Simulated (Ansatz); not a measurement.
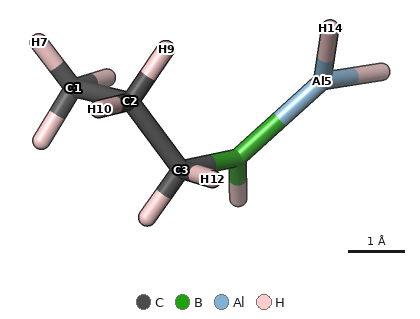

**Figure 1.** The structure as given in the input (stick view, seen at a tilt; atoms are numbered from 1 in the order of the input). Sticks mark near contacts.

**Run report: C$_{3}$H$_{10}$AlB, geometry relaxation (part 1 of 2)**

System: C$_{3}$H$_{10}$AlB, SMILES CCC[BH][AlH2].
Method: RKS PBE-D4/def2-SVP (Ansatz 0.2.0).

The geometry: force-field start. Figures and captions count atoms from 1; the log counts them from 0 in places.

**Output**
```
Functional definition: PBE
  name "PBE"
  cite "Perdew, Burke & Ernzerhof, Phys. Rev. Lett. 77, 3865 (1996) doi:10.1103/PhysRevLett.77.3865"
  parent pbe
  parameter kappa = 0.804
  parameter beta = 0.06672455060314922
  exchange = pbe_x(kappa = kappa, mu = beta*pi^2/3)
  correlation = pbe_c(beta = beta)
1401 factors; their error is unknown
mean field evaluation 1: about -10518.3277 eV, gradient 6.6e1 eV
mean field evaluation 2: about -10462.5925 eV, gradient 1.4e2 eV
mean field evaluation 4: about -10530.3241 eV, gradient 1.0e1 eV
mean field evaluation 8: about -10530.6000 eV, gradient 2.5e-1 eV
mean field evaluation 16: about -10530.5375 eV, gradient 2.6e-4 eV
mean field -10530.53746526 eV, -386.9901139936 hartree, gradient 2.8e-5 eV, S^2 0.000000; 0 other end points of the search recorded, 0 dependent functions left out
the calculation of the forces begins
reference -10530.53751087 eV, -386.9901156699 hartree; 23, 23 occupied and 101, 101 virtual orbitals, 1401 factors
relax step   1: F+E_penalty+E_count = -10530.82736523 eV  Δ(F+E_penalty+E_count) = +0.000e0 eV  max|allowed force component| = 2.426e0 eV/Å  Δτ_max = 0.0000 Å  (28 SCF iters, accepted)
these checks for a lower state are left out or cut short: starts, cluster_reference, orbital_swaps, neighbouring_geometries, increment
1401 factors; their error is unknown
mean field -10530.86738686 eV, -387.0022383887 hartree, gradient 1.9e-5 eV, S^2 0.000000; 0 other end points of the search recorded, 0 dependent functions left out
[... from here on the field's lines of each further geometry are left out, up to the last ...]
relax step   2: F+E_penalty+E_count = -10531.15479820 eV  Δ(F+E_penalty+E_count) = -3.274e-1 eV  max|allowed force component| = 8.616e-1 eV/Å  Δτ_max = 0.1287 Å  (28 SCF iters, accepted)
relax step   3: F+E_penalty+E_count = -10531.20072411 eV  Δ(F+E_penalty+E_count) = -4.593e-2 eV  max|allowed force component| = 2.372e-1 eV/Å  Δτ_max = 0.0798 Å  (28 SCF iters, accepted)
relax step   4: F+E_penalty+E_count = -10531.21218428 eV  Δ(F+E_penalty+E_count) = -1.146e-2 eV  max|allowed force component| = 1.997e-1 eV/Å  Δτ_max = 0.0837 Å  (28 SCF iters, accepted)
relax step   5: F+E_penalty+E_count = -10531.23773013 eV  Δ(F+E_penalty+E_count) = -2.555e-2 eV  max|allowed force component| = 2.612e-1 eV/Å  Δτ_max = 0.1950 Å  (26 SCF iters, accepted)
relax step   6: F+E_penalty+E_count = -10531.27010219 eV  Δ(F+E_penalty+E_count) = -3.237e-2 eV  max|allowed force component| = 3.726e-1 eV/Å  Δτ_max = 0.1967 Å  (27 SCF iters, accepted)
relax step   7: F+E_penalty+E_count = -10531.31274681 eV  Δ(F+E_penalty+E_count) = -4.264e-2 eV  max|allowed force component| = 3.371e-1 eV/Å  Δτ_max = 0.1950 Å  (27 SCF iters, accepted)
relax step   8: F+E_penalty+E_count = -10531.35841681 eV  Δ(F+E_penalty+E_count) = -4.567e-2 eV  max|allowed force component| = 2.993e-1 eV/Å  Δτ_max = 0.1957 Å  (26 SCF iters, accepted)
relax step   9: F+E_penalty+E_count = -10531.39702701 eV  Δ(F+E_penalty+E_count) = -3.861e-2 eV  max|allowed force component| = 1.915e-1 eV/Å  Δτ_max = 0.1999 Å  (26 SCF iters, accepted)
relax step  10: F+E_penalty+E_count = -10531.40633933 eV  Δ(F+E_penalty+E_count) = -9.312e-3 eV  max|allowed force component| = 3.170e-1 eV/Å  Δτ_max = 0.1921 Å  (27 SCF iters, accepted)
relax step  11: F+E_penalty+E_count = -10531.42590753 eV  Δ(F+E_penalty+E_count) = -1.957e-2 eV  max|allowed force component| = 3.613e-1 eV/Å  Δτ_max = 0.1947 Å  (28 SCF iters, accepted)
relax step  12: F+E_penalty+E_count = -10531.44594660 eV  Δ(F+E_penalty+E_count) = -2.004e-2 eV  max|allowed force component| = 4.127e-1 eV/Å  Δτ_max = 0.2000 Å  (28 SCF iters, accepted)
relax step  13: F+E_penalty+E_count = -10531.42993064 eV  Δ(F+E_penalty+E_count) = +1.602e-2 eV  max|allowed force component| = 8.440e-1 eV/Å  Δτ_max = 0.1998 Å  (27 SCF iters, rejected (line search))
relax step  14: F+E_penalty+E_count = -10531.45804591 eV  Δ(F+E_penalty+E_count) = -1.210e-2 eV  max|allowed force component| = 5.724e-2 eV/Å  Δτ_max = 0.0977 Å  (28 SCF iters, accepted)
relax step  15: F+E_penalty+E_count = -10531.46137136 eV  Δ(F+E_penalty+E_count) = -3.325e-3 eV  max|allowed force component| = 8.073e-2 eV/Å  Δτ_max = 0.0975 Å  (28 SCF iters, accepted)
relax step  16: F+E_penalty+E_count = -10531.46346281 eV  Δ(F+E_penalty+E_count) = -2.091e-3 eV  max|allowed force component| = 1.102e-1 eV/Å  Δτ_max = 0.1449 Å  (27 SCF iters, accepted)
relax step  17: F+E_penalty+E_count = -10531.46455596 eV  Δ(F+E_penalty+E_count) = -1.093e-3 eV  max|allowed force component| = 4.845e-2 eV/Å  Δτ_max = 0.0154 Å  (30 SCF iters, accepted)
the calculation of the forces begins
reference -10531.17552491 eV, -387.0135622532 hartree; 23, 23 occupied and 101, 101 virtual orbitals, 1401 factors
relax step  18: F+E_penalty+E_count = -10531.46521964 eV  Δ(F+E_penalty+E_count) = -6.637e-4 eV  max|allowed force component| = 1.446e-2 eV/Å  Δτ_max = 0.0187 Å  (29 SCF iters, accepted)
```

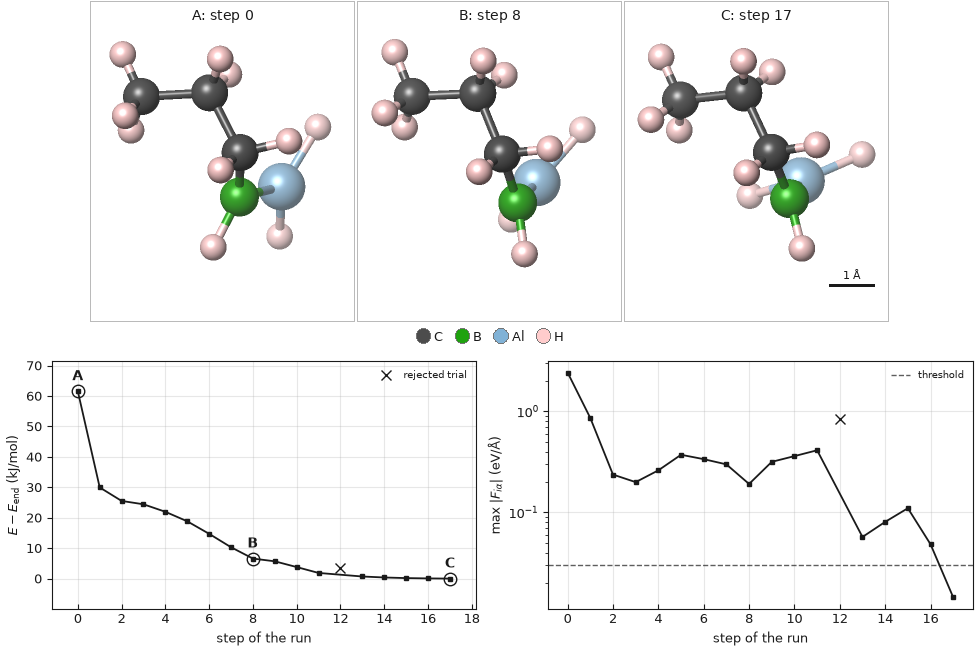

**Figure 2.** Frames of the relaxation (ball-and-stick view, seen at a tilt) above the curves, on which the letters mark them (the first geometry is step 0 here and step 1 in the log).

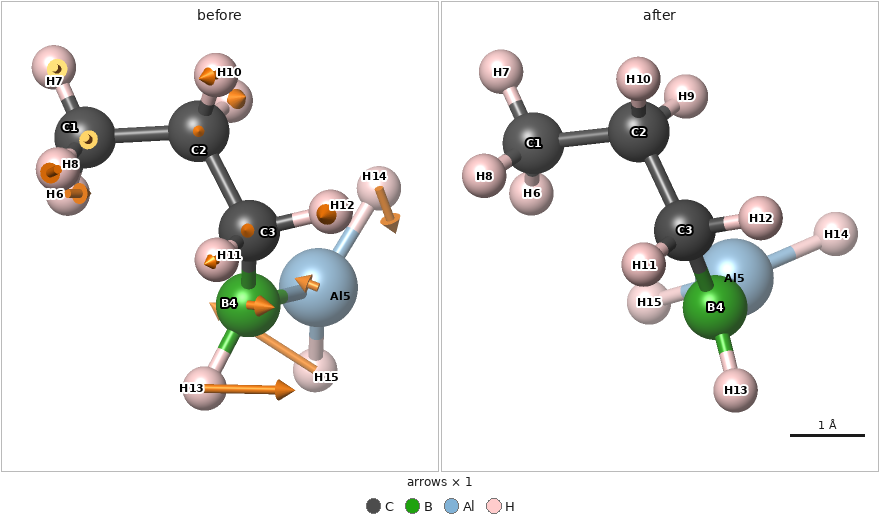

**Figure 3.** Before (left) and after (right) the relaxation, at one scale (ball-and-stick view, seen at a tilt). The orange arrows give the displacements, at true length. The energy falls by 61.5 kJ/mol in 17 geometry steps. Largest force component: 2.4 eV/Å at the start, 0.014 eV/Å at the end. The line search rejected the trial step at point 12 (counted from 0) and went back. The atom that moves furthest after the best rigid fit is H15 (1.70 Å). Largest moves by element: H 1.70 Å, B 0.42 Å, Al 0.36 Å, C 0.35 Å. Among the contacts that change: B4–Al5 2.068 → 2.132 Å, C3–B4 1.504 → 1.564 Å, B4–H13 1.283 → 1.228 Å, C1–H7 1.060 → 1.109 Å. Among the angles that change: B4–C3–H12 107.7° → 97.6°, C2–C3–B4 113.5° → 120.0°, C3–B4–H13 121.3° → 115.7°. (Atoms are counted from 1 in the order of the input.)

```
1401 factors; their error is unknown
mean field -10531.17547956 eV, -387.0135605867 hartree, gradient 2.0e-5 eV, S^2 0.000000; 1 other end points of the search recorded, 0 dependent functions left out
the calculation of the forces begins
reference -10531.17552491 eV, -387.0135622532 hartree; 23, 23 occupied and 101, 101 virtual orbitals, 1401 factors
Total energy: -10531.46526499 eV, -387.0242100047 hartree
Atom 0 at     0.272467    -1.790597    -0.283904 Å, force    -0.001709     0.011448     0.006331 eV/Å
Atom 1 at     1.135633    -0.529038    -0.211392 Å, force    -0.007507    -0.000380     0.014461 eV/Å
Atom 2 at     0.500932     0.659779    -0.945825 Å, force     0.006988     0.012866     0.000163 eV/Å
Atom 3 at    -0.763948     1.361366    -0.350765 Å, force     0.011212    -0.007029    -0.000498 eV/Å
Atom 4 at    -1.461139     1.188915     1.656640 Å, force    -0.007392    -0.004003     0.000761 eV/Å
Atom 5 at    -0.734701    -1.616500     0.154662 Å, force    -0.001916    -0.000357     0.001503 eV/Å
Atom 6 at     0.732009    -2.640735     0.259274 Å, force    -0.000422    -0.001536    -0.000509 eV/Å
Atom 7 at     0.116091    -2.108362    -1.336100 Å, force    -0.000440    -0.006188    -0.002199 eV/Å
Atom 8 at     1.303780    -0.251739     0.855482 Å, force    -0.001831    -0.002436    -0.005232 eV/Å
Atom 9 at     2.144470    -0.750807    -0.623164 Å, force     0.001675     0.005696    -0.003808 eV/Å
Atom 10 at     0.403436     0.457576    -2.037304 Å, force    -0.003301     0.003823    -0.005507 eV/Å
Atom 11 at     1.192510     1.550397    -0.918491 Å, force    -0.006009    -0.005526    -0.007924 eV/Å
Atom 12 at    -1.340502     2.145537    -1.099593 Å, force     0.008255    -0.004191     0.001550 eV/Å
Atom 13 at    -0.864162     2.088819     2.854861 Å, force     0.000906    -0.001492     0.000590 eV/Å
Atom 14 at    -2.658775     0.184789     2.055020 Å, force     0.001490    -0.000694     0.000318 eV/Å
Dipole moment:     0.225611    -0.061929    -0.240105 e Å
```

**Trajectory as extended XYZ (Å, eV, eV/Å), 18 frames, from step=1 to step=18**
```
15
Properties=species:S:1:pos:R:3:forces:R:3 step=1 energy=-10530.82736
C     0.4692   -1.8838   -0.5754   -2.0813   2.4264  -0.7235
C     1.0735   -0.5486   -0.1031    0.3354  -0.1033   1.0678
C     0.4358    0.7060   -0.7679    1.9244   0.1250   0.6503
B    -0.9541    1.0043   -0.2774   -2.3611   0.2479  -0.8441
Al   -1.4450    1.5262    1.6629   -0.1576   0.0982   0.9426
H    -0.6484   -1.8550   -0.2898    1.0924  -0.4753  -0.3828
H     0.9645   -2.7075   -0.1280    0.6548  -1.4286   0.5902
H     0.5349   -1.9029   -1.6991   -0.0858  -0.3443   0.5167
H     1.0068   -0.4649    1.0474    0.0506  -0.0639  -1.1413
H     2.1598   -0.5841   -0.3372    0.0370   0.1874   0.0695
H     0.4702    0.5968   -1.8385    0.3090  -0.0921  -1.2070
H     1.1090    1.5954   -0.4764   -0.6112  -0.6767  -0.2579
H    -1.9580    1.0005   -1.0762    0.8878  -0.0274   0.4237
H    -0.2910    1.6197    2.7693    0.0616   0.0827   0.2294
H    -2.9491    1.8473    2.1188   -0.0561   0.0441   0.0662
15
Properties=species:S:1:pos:R:3:forces:R:3 step=2 energy=-10531.15480
C     0.4378   -1.8491   -0.5586   -0.4426   0.6732  -0.2597
C     1.0948   -0.5288   -0.1138   -0.2133  -0.0818   0.2782
C     0.4536    0.7018   -0.8120    0.8616   0.0551   0.2774
B    -0.9778    1.0120   -0.3243   -0.8453  -0.0105  -0.3629
Al   -1.4429    1.4804    1.7214   -0.0676   0.1303   0.3032
H    -0.6571   -1.8778   -0.3032    0.4037   0.0118   0.0058
H     0.9264   -2.7084   -0.0925    0.1702  -0.4597   0.1417
H     0.4930   -1.9504   -1.6692    0.0565  -0.0886   0.2127
H     1.0134   -0.4194    1.0041    0.0162  -0.0257  -0.3694
H     2.1853   -0.5536   -0.3305   -0.0431  -0.0533  -0.0345
H     0.5461    0.5894   -1.9049    0.0568  -0.0136  -0.2846
H     1.0875    1.5875   -0.5145   -0.2136  -0.1489  -0.1259
H    -1.9050    1.0077   -1.1567    0.2684   0.0927   0.2849
H    -0.3345    1.6314    2.8899    0.0214  -0.0424  -0.0624
H    -2.9426    1.8269    2.1941   -0.0294  -0.0385  -0.0047
15
Properties=species:S:1:pos:R:3:forces:R:3 step=3 energy=-10531.20072
C     0.4312   -1.8410   -0.5363    0.0690   0.0618  -0.0258
C     1.1029   -0.5244   -0.1228   -0.0305  -0.0281  -0.0739
C     0.4716    0.7083   -0.8237    0.0962  -0.2372   0.0120
B    -0.9917    1.0157   -0.3472   -0.0614   0.1228  -0.0234
Al   -1.4667    1.4712    1.7334    0.0193  -0.0557   0.0086
H    -0.6423   -1.8584   -0.2548   -0.0596   0.0098   0.0525
H     0.9150   -2.7219   -0.0655   -0.0052   0.0383  -0.0083
H     0.4699   -1.9822   -1.6377    0.0283  -0.0039   0.0279
H     1.0380   -0.4023    0.9803   -0.0023   0.0182   0.0492
H     2.1880   -0.5719   -0.3577    0.0014  -0.0070  -0.0134
H     0.5839    0.5983   -1.9257   -0.0414   0.0214   0.0280
H     1.0782    1.6008   -0.5302   -0.0225   0.0486   0.0080
H    -1.8960    1.0856   -1.1714    0.0145   0.0280  -0.0118
H    -0.3291    1.5897    2.8777   -0.0283   0.0022  -0.0383
H    -2.9750    1.7819    2.2111    0.0224  -0.0191   0.0086
15
Properties=species:S:1:pos:R:3:forces:R:3 step=4 energy=-10531.21218
C     0.4171   -1.8268   -0.5055    0.1150  -0.0902   0.0477
C     1.1047   -0.5133   -0.1212   -0.0065   0.0347  -0.1267
C     0.4785    0.7092   -0.8395   -0.1056  -0.1997  -0.0355
B    -0.9890    1.0516   -0.3780    0.1224  -0.0835   0.0904
Al   -1.4645    1.4125    1.7269    0.0058   0.0618  -0.0882
H    -0.6517   -1.8303   -0.2079   -0.0829   0.0128   0.0251
H     0.8983   -2.7062   -0.0242   -0.0324   0.0892  -0.0218
H     0.4480   -1.9930   -1.6025   -0.0027   0.0153  -0.0086
H     1.0506   -0.3696    0.9789    0.0017   0.0214   0.0799
H     2.1867   -0.5773   -0.3677   -0.0014   0.0025   0.0066
H     0.5892    0.5875   -1.9416   -0.0195   0.0208   0.0590
H     1.0816    1.6076   -0.5607    0.0100   0.0935   0.0154
H    -1.8795    1.1588   -1.2087   -0.0040   0.0996  -0.0515
H    -0.3214    1.5311    2.8619   -0.0081  -0.0231  -0.0128
H    -2.9705    1.7078    2.2191    0.0081  -0.0552   0.0210
15
Properties=species:S:1:pos:R:3:forces:R:3 step=5 energy=-10531.23773
C     0.4071   -1.8188   -0.4616    0.0655  -0.1277   0.0827
C     1.1094   -0.5039   -0.1207    0.0231   0.1028  -0.0842
C     0.4752    0.6960   -0.8608   -0.2454  -0.2612   0.0178
B    -0.9905    1.0710   -0.4112    0.1110   0.1818  -0.0396
Al   -1.4625    1.3580    1.7067   -0.0825  -0.0308  -0.1084
H    -0.6594   -1.8068   -0.1434    0.0087   0.0175  -0.0274
H     0.8907   -2.6867    0.0351   -0.0323   0.0415  -0.0078
H     0.4254   -2.0141   -1.5544   -0.0344   0.0166  -0.0026
H     1.0714   -0.3287    0.9787    0.0077   0.0034  -0.0178
H     2.1873   -0.5796   -0.3840   -0.0140  -0.0149   0.0304
H     0.5788    0.5642   -1.9613    0.0338   0.0107   0.0239
H     1.0675    1.6105   -0.6002   -0.0573   0.1038  -0.0132
H    -1.8398    1.3408   -1.2664    0.1713  -0.0043   0.1472
H    -0.3160    1.4573    2.8350    0.0389   0.0101  -0.0020
H    -2.9665    1.5901    2.2379    0.0060  -0.0492   0.0009
15
Properties=species:S:1:pos:R:3:forces:R:3 step=6 energy=-10531.27010
C     0.4001   -1.8166   -0.4187    0.0000  -0.0838   0.0737
C     1.1147   -0.4967   -0.1240    0.0019   0.1067  -0.0092
C     0.4714    0.6798   -0.8856   -0.2988  -0.1540   0.0968
B    -0.9716    1.1283   -0.4296   -0.0711   0.1675  -0.2005
Al   -1.4797    1.2991    1.6923   -0.0407   0.0240  -0.1472
H    -0.6642   -1.7868   -0.0854    0.0834   0.0149  -0.0620
H     0.8837   -2.6727    0.0953   -0.0137   0.0065   0.0079
H     0.4037   -2.0404   -1.5071   -0.0439   0.0139   0.0304
H     1.0935   -0.2889    0.9732    0.0102  -0.0215  -0.1092
H     2.1887   -0.5854   -0.4010   -0.0263  -0.0181   0.0338
H     0.5584    0.5300   -1.9844    0.0447   0.0069  -0.0050
H     1.0617    1.6096   -0.6595   -0.0804   0.0763  -0.0436
H    -1.7832    1.5276   -1.2915    0.3726  -0.0764   0.3290
H    -0.3151    1.4060    2.7997    0.0288   0.0163   0.0382
H    -2.9840    1.4565    2.2558    0.0334  -0.0792  -0.0331
```
